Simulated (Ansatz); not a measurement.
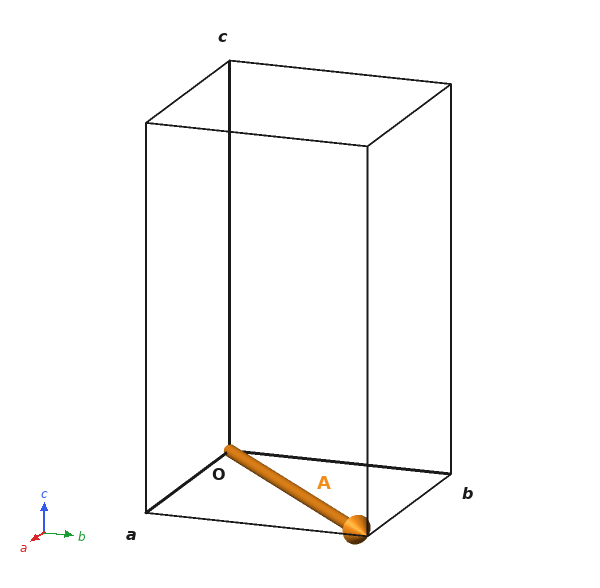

Crystal: H2Pb, the end point of a relaxation with Ansatz, DFT PBE, scalar-relativistic, plane waves, PAW; the starting structure was generated, so it need not be a known form of this composition. The arrow starts at a corner of the unit cell and ends on its surface; where a tip isn't a corner, dashed lines run from it parallel to the axes. The drawing is computed from the coordinates (standard cell, symmetry found to 0.002 Å).

a = 3.635 Å, b = 3.635 Å, c = 6.243 Å, α = 90.00°, β = 90.00°, γ = 90.00°.

Index the direction.

Arrow A runs from (0, 0, 0) to (1, 1, 0), so [1 1 0].

How long is the vector ua + vb + wc?

5.141 Å.

In P4/nmm (No. 129, origin choice 1), how many directions are equivalent to A (Laue class 4/mmm, both senses counted)?

4.
